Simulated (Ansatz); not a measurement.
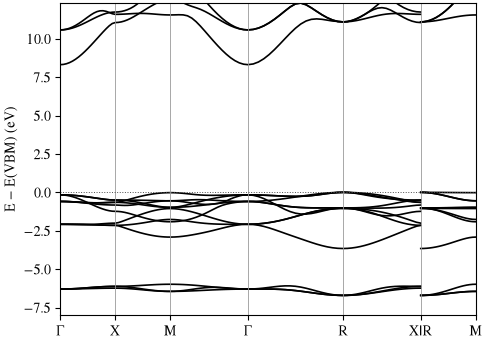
Figure. Band structure from plane-wave PAW r²SCAN (Ansatz code)

Read off the gap and where the band edges lie.

About 8.3 eV (8.31 eV by a search for the band edges); maximum at R, minimum at Γ.

The material is RbMgF3 (cubic perovskite, Pm-3m).

The workflow started from a Materials Project entry (that database holds measured and hypothetical structures alike); the Crystallography Open Database copy checked does not list it. Whether it is the stable phase at ambient conditions was not checked. The cell was relaxed with r²SCAN under the symmetry of its start; whether a distortion lowers the energy is not shown. Spin–orbit coupling is left out wherever it is not named.

Potentials: the later of the program's two PAW sets.
